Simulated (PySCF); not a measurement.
# One shape, several levels: SiHSCl3 (Si(SH)Cl3)

We compute a comparison of 6 runs (HF/6-31G**, HF/def2-SVP, PBE0/def2-SVP, CAM-B3LYP/6-311+G**, r2SCAN/cc-pVTZ, CCSD/6-311G**) of SiHSCl3 (Si(SH)Cl3). Input form: a Python script.

Program for the calculation: PySCF 2.14.0.

**1. The molecule**

The species is SiHSCl3 (6 atoms), meant as a singlet with charge 0. SMILES: `S[Si](Cl)(Cl)Cl`. The shape is that of a GFN2-xTB optimisation.

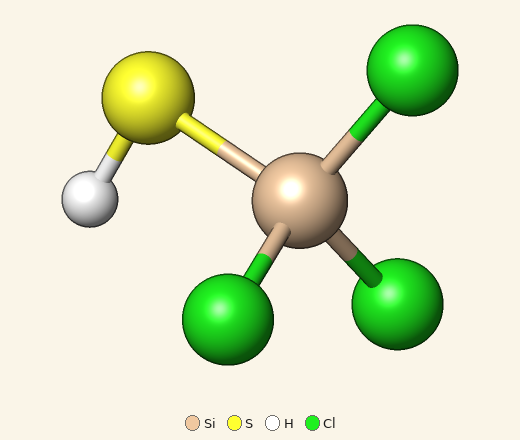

Viewed from a chosen angle; silicon light orange, sulfur yellow, hydrogen white, chlorine green.

**2. Energy and gradient at HF/6-31G(d,p) (spherical functions) (run 1)**

The input, run.py:

```python
import pyscf.grad
from pyscf import gto

molecule = gto.Mole()
molecule.atom = '''
Si   0.206510  -0.009270  -0.421840
S    0.262380   0.018610   1.737070
H   -1.052280   0.049180   1.915990
Cl   2.111890  -0.018810  -1.047780
Cl  -0.767500   1.619700  -1.113240
Cl  -0.761000  -1.659420  -1.070200
'''
molecule.spin = 0
molecule.basis = '6-31g**'
molecule.charge = 0
molecule.max_memory = 1860
molecule.verbose = 3
molecule.build()

mf = molecule.RHF()
mf.conv_tol = 1e-10
mf.kernel()
if not mf.converged:
    mf = mf.newton().run(mf.mo_coeff, mf.mo_occ)

energy = mf.e_tot
print('E(%s) = %.9f' % ('HF', energy))
grad = mf.Gradients().kernel()
mf.analyze()
```

Started as:

```bash
$ OMP_NUM_THREADS=1 python run.py
```

The program printed:

```text
converged SCF energy = -2065.63335512371
[... 17 lines left out ...]
MO #7   energy= -10.5858968097411  occ= 2
[... 7 lines left out ...]
MO #15  energy= -8.0512710202253   occ= 2
[... 7 lines left out ...]
MO #23  energy= -4.37999277952654  occ= 2
[... 7 lines left out ...]
MO #31  energy= -0.614344401875083 occ= 2
[... 7 lines left out ...]
MO #39  energy= -0.476574133238109 occ= 2
[... 7 lines left out ...]
MO #47  energy= 0.279758255564833  occ= 0
[... 7 lines left out ...]
MO #55  energy= 0.539190988740556  occ= 0
[... 7 lines left out ...]
MO #63  energy= 0.689527055996776  occ= 0
[... 7 lines left out ...]
MO #71  energy= 0.933112194004535  occ= 0
[... 7 lines left out ...]
MO #79  energy= 1.11676012679936   occ= 0
[... 7 lines left out ...]
MO #87  energy= 1.2974823908081    occ= 0
[... 7 lines left out ...]
MO #95  energy= 3.07884246289147   occ= 0
[... 7 lines left out ...]
Dipole moment(X, Y, Z, Debye): -0.90070,  0.03484,  0.43029
```

Wall time 71 s (1 thread of Intel Xeon at 2.50GHz (Skylake/Cascade Lake), shared host); peak memory 0.2 GiB.

**3. Energy and gradient at HF/def2-SVP (run 2)**

The input, geometry.xyz:

```xyz
6
Cl3HSSi
Si     0.206510    -0.009270    -0.421840
S      0.262380     0.018610     1.737070
H     -1.052280     0.049180     1.915990
Cl     2.111890    -0.018810    -1.047780
Cl    -0.767500     1.619700    -1.113240
Cl    -0.761000    -1.659420    -1.070200
```

The input, job.py:

```python
# Si(SH)Cl3
from pyscf import gto

molecule = gto.M(
    atom='geometry.xyz',
    max_memory=1860,
    verbose=4,
    basis='def2-svp',
    spin=0,
)

myscf = molecule.RHF()
myscf.conv_tol = 1e-10
myscf.kernel()
if not myscf.converged:
    myscf = myscf.newton().run(myscf.mo_coeff, myscf.mo_occ)

e_tot = myscf.e_tot
print('E(%s) = %.9f' % ('HF', e_tot))
grad = myscf.nuc_grad_method().kernel()
myscf.analyze()
```

Started as:

```bash
$ OMP_NUM_THREADS=1 python job.py
```

The program printed:

```text
PySCF version 2.14.0

[... 76 lines left out ...]
Nuclear Repulsion Energy =             524.921178509093920
[... 10 lines left out ...]
MO #5   energy= -68.9073116741074  occ= 2
[... 8 lines left out ...]
MO #14  energy= -8.05479144154179  occ= 2
[... 8 lines left out ...]
MO #23  energy= -4.37835195054642  occ= 2
[... 8 lines left out ...]
MO #32  energy= -0.589046310637823 occ= 2
[... 8 lines left out ...]
MO #41  energy= -0.399275233284854 occ= 2
[... 8 lines left out ...]
MO #50  energy= 0.483228624819112  occ= 0
[... 8 lines left out ...]
MO #59  energy= 0.800016427313345  occ= 0
[... 8 lines left out ...]
MO #68  energy= 1.00161569625161   occ= 0
[... 8 lines left out ...]
MO #77  energy= 1.12389389836916   occ= 0
[... 8 lines left out ...]
MO #86  energy= 1.36253139122962   occ= 0
[... 8 lines left out ...]
MO #95  energy= 2.50960398883063   occ= 0
[... 65 lines left out ...]
pop of  4 Cl 2px          1.99999
pop of  4 Cl 2py          1.99999
pop of  4 Cl 2pz          2.00000
pop of  4 Cl 3px          1.83818
pop of  4 Cl 3py          1.68525
pop of  4 Cl 3pz          1.88772
pop of  4 Cl 4px          0.00071
pop of  4 Cl 4py          0.00089
pop of  4 Cl 4pz          0.00092
pop of  4 Cl 3dxy         0.00637
pop of  4 Cl 3dyz         0.00402
pop of  4 Cl 3dz^2        0.00219
pop of  4 Cl 3dxz         0.00160
pop of  4 Cl 3dx2-y2      0.00351
pop of  5 Cl 1s           2.00000
pop of  5 Cl 2s           1.99998
pop of  5 Cl 3s           1.84133
pop of  5 Cl 4s           0.00212
pop of  5 Cl 2px          1.99999
pop of  5 Cl 2py          1.99999
pop of  5 Cl 2pz          2.00000
pop of  5 Cl 3px          1.83964
pop of  5 Cl 3py          1.67883
pop of  5 Cl 3pz          1.89300
pop of  5 Cl 4px          0.00072
pop of  5 Cl 4py          0.00090
pop of  5 Cl 4pz          0.00091
pop of  5 Cl 3dxy         0.00645
pop of  5 Cl 3dyz         0.00383
pop of  5 Cl 3dz^2        0.00228
pop of  5 Cl 3dxz         0.00146
pop of  5 Cl 3dx2-y2      0.00367
 ** Mulliken atomic charges  **
charge of    0Si =      0.98556
charge of    1S =     -0.25762
charge of    2H =      0.08327
charge of    3Cl =     -0.26135
charge of    4Cl =     -0.27476
charge of    5Cl =     -0.27510
Dipole moment(X, Y, Z, Debye): -0.87881,  0.03326,  0.32549
```

Run time: 27 s. Hardware: 1 thread of Intel Xeon at 2.50GHz (Skylake/Cascade Lake), shared host; peak memory 0.2 GiB.

Runs 3 to 5 aren't shown in full; the table further down has their settings and results.

**4. A single-point energy at CCSD/6-311G(d,p) (run 6)**

The input, input.py:

```python
# Si(SH)Cl3
from pyscf import gto, cc

system = gto.M(
    atom='''
Si     0.390247    -0.017518    -0.797162
S      0.495826     0.035168     3.282587
H     -1.988521     0.092937     3.620696
Cl     3.990894    -0.035546    -1.980017
Cl    -1.450365     3.060789    -2.103719
Cl    -1.438082    -3.135849    -2.022385
''',
    verbose=4,
    unit='bohr',
    basis='6-311g**',
    max_memory=1860,
)

hf = system.RHF()
hf.conv_tol = 1e-10
hf.kernel()
if not hf.converged:
    hf = hf.newton().run(hf.mo_coeff, hf.mo_occ)

mycc = cc.CCSD(hf, frozen=25)
mycc.kernel()
e_tot = mycc.e_tot
print('E(%s) = %.9f' % ('CCSD', e_tot))
hf.analyze()
```

Started as:

```bash
$ OMP_NUM_THREADS=1 python input.py
```

The program printed:

```text
PySCF version 2.14.0

[... 73 lines left out ...]
Init t2, MP2 energy = -2066.37896171613  E_corr(MP2) -0.624716692555693
[... 28 lines left out ...]
MO #6   energy= -10.5973500831977  occ= 2
[... 12 lines left out ...]
MO #19  energy= -6.67106819527957  occ= 2
[... 12 lines left out ...]
MO #32  energy= -0.601035543413039 occ= 2
[... 12 lines left out ...]
MO #45  energy= 0.149119689091205  occ= 0
[... 12 lines left out ...]
MO #58  energy= 0.441470935206396  occ= 0
[... 12 lines left out ...]
MO #71  energy= 0.945247225985285  occ= 0
[... 12 lines left out ...]
MO #84  energy= 1.182197221183     occ= 0
[... 12 lines left out ...]
MO #97  energy= 1.73569218578315   occ= 0
[... 12 lines left out ...]
MO #110 energy= 2.67476954351424   occ= 0
[... 12 lines left out ...]
MO #123 energy= 26.2675064725079   occ= 0
[... 12 lines left out ...]
MO #136 energy= 219.204395107655   occ= 0
[... 106 lines left out ...]
pop of  4 Cl 6pz          0.00018
pop of  4 Cl 3dxy         0.00604
pop of  4 Cl 3dyz         0.00362
pop of  4 Cl 3dz^2        0.00193
pop of  4 Cl 3dxz         0.00141
pop of  4 Cl 3dx2-y2      0.00294
pop of  5 Cl 1s           1.99992
pop of  5 Cl 2s           1.99991
pop of  5 Cl 3s           1.85024
pop of  5 Cl 4s           0.00284
pop of  5 Cl 5s           0.00019
pop of  5 Cl 6s           0.00034
pop of  5 Cl 2px          2.00000
pop of  5 Cl 2py          1.99999
pop of  5 Cl 2pz          2.00000
pop of  5 Cl 3px          1.83759
pop of  5 Cl 3py          1.65913
pop of  5 Cl 3pz          1.89466
pop of  5 Cl 4px          0.00300
pop of  5 Cl 4py          0.00358
pop of  5 Cl 4pz          0.00333
pop of  5 Cl 5px          0.00021
pop of  5 Cl 5py          0.00051
pop of  5 Cl 5pz          0.00013
pop of  5 Cl 6px          0.00022
pop of  5 Cl 6py          0.00038
pop of  5 Cl 6pz          0.00018
pop of  5 Cl 3dxy         0.00612
pop of  5 Cl 3dyz         0.00341
pop of  5 Cl 3dz^2        0.00203
pop of  5 Cl 3dxz         0.00128
pop of  5 Cl 3dx2-y2      0.00309
 ** Mulliken atomic charges  **
charge of    0Si =      0.96275
charge of    1S =     -0.25130
charge of    2H =      0.09053
charge of    3Cl =     -0.25772
charge of    4Cl =     -0.27198
charge of    5Cl =     -0.27229
Dipole moment(X, Y, Z, Debye): -0.90383,  0.03622,  0.49638
```

Run time: 2.4 min. Hardware: 1 thread of Intel Xeon at 2.50GHz (Skylake/Cascade Lake), shared host; peak memory 1.8 GiB.

**5. Overview of the runs**

| run | level | integration grid | task | energy (Eh) | dipole moment (D) of the reference | HOMO energy (eV) | LUMO energy (eV) | wall time |
| --- | --- | --- | --- | --- | --- | --- | --- | --- |
| 1 | HF/6-31G** (spherical functions) | – | gradient | -2065.633355 | 1.00 | -11.05 | 3.31 | 71 s |
| 2 | HF/def2-SVP | – | gradient | -2065.078596 | 0.94 | -10.86 | 4.01 | 27 s |
| 3 | PBE0/def2-SVP | 5 | gradient | -2067.708113 | 0.91 | -7.90 | -0.11 | 84 s |
| 4 | CAM-B3LYP/6-311+G** | 5 | gradient | -2069.166919 | 0.96 | -9.45 | -0.03 | 5.3 min |
| 5 | r2SCAN/cc-pVTZ | 5 | gradient | -2069.027105 | 0.75 | -7.03 | -1.13 | 6.6 min |
| 6 | CCSD/6-311G** | – | energy | -2066.430177 | 1.03 | -11.09 | 2.82 | 2.4 min |

**6. What came out**

```
                                           quantity           value
                                run 6: total energy  -2066.43018 Eh
        run 6: dipole moment (Hartree–Fock density)          1.03 D
         run 6: HOMO energy (Hartree–Fock orbitals)       -11.09 eV
         run 6: LUMO energy (Hartree–Fock orbitals)         2.82 eV
       run 6: HOMO–LUMO gap (Hartree–Fock orbitals)        13.91 eV
run 6: correlation energy (25 core orbitals frozen)      -675.9 mEh
                               run 6: T1 diagnostic           0.009
```

**Reading.** Over runs 1, 2, 3, 4, 5 the dipole moment (its size) runs from 0.75 D (r2SCAN/cc-pVTZ) to 1.00 D (HF/6-31G**). The two ends differ in method and basis. Over runs 1, 2, 3, 4, 5 the HOMO–LUMO gap runs from 5.90 eV (r2SCAN/cc-pVTZ) to 14.87 eV (HF/def2-SVP). Totals of different functionals can't be ranked against each other. All runs together took 17 min, the longest 6.6 min.
